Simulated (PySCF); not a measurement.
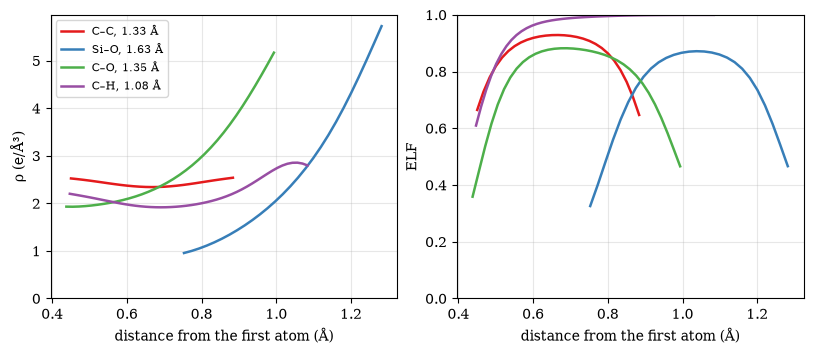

C5H11O2Si (SMILES CC/C(=C\OC)O[SiH2]) (doublet). Total electron density and ELF along straight lines between neighbouring atoms. The curves leave out the atomic cores.

Geometry: GFN2-xTB.

Method: PySCF 2.14.0, density-fitted response routines, UKS B3LYP, pcH-1 on C H O Si, non-relativistic, mean-field spin-orbit, GIAO.

```yaml
atoms:
  - { symbol: C, position_ang: [1.5556, 1.8348, 0.8371] }
  - { symbol: C, position_ang: [0.6494, 1.4788, -0.3413] }
  - { symbol: C, position_ang: [0.4068, -0.0025, -0.4048] }
  - { symbol: C, position_ang: [-0.7419, -0.5781, -0.0465] }
  - { symbol: O, position_ang: [-1.8037, 0.1519, 0.4313] }
  - { symbol: C, position_ang: [-3.0518, -0.4820, 0.3012] }
  - { symbol: O, position_ang: [1.4697, -0.7207, -0.8157] }
  - { symbol: Si, position_ang: [1.8030, -2.2830, -1.1270] }
  - { symbol: H, position_ang: [1.0803, 1.5516, 1.7732] }
  - { symbol: H, position_ang: [1.7537, 2.9039, 0.8549] }
  - { symbol: H, position_ang: [2.5028, 1.3064, 0.7541] }
  - { symbol: H, position_ang: [1.1254, 1.7958, -1.2724] }
  - { symbol: H, position_ang: [-0.3131, 1.9792, -0.2396] }
  - { symbol: H, position_ang: [-0.8765, -1.6515, -0.1083] }
  - { symbol: H, position_ang: [-3.7823, 0.1784, 0.7656] }
  - { symbol: H, position_ang: [-3.0623, -1.4521, 0.8115] }
  - { symbol: H, position_ang: [-3.3163, -0.6324, -0.7515] }
  - { symbol: H, position_ang: [1.3608, -3.1905, -0.0752] }
  - { symbol: H, position_ang: [3.2304, -2.1792, -1.3542] }
```

Compare the contacts.

C–C (1.33 Å): the density is about 2.3 e/Å³ at the midpoint; the ELF peaks at about 0.95 between the atoms (a multiple bond).
Si–O (1.63 Å): ρ at the midpoint is about 1.1 e/Å³; the ELF peaks at about 0.85 between the atoms (a short, strongly polar bond).
C–O (1.35 Å): the density is about 2.3 e/Å³ at the midpoint, with its minimum of 1.9 e/Å³ about 0.5 Å from C; the ELF peaks at about 0.90 between the atoms (a shared but strongly polarised pair).
C–H (1.08 Å): ρ at the midpoint is about 2.1 e/Å³; the ELF climbs to about 1 towards the hydrogen, as it does in any bond to H; an ordinary covalent bond to hydrogen.
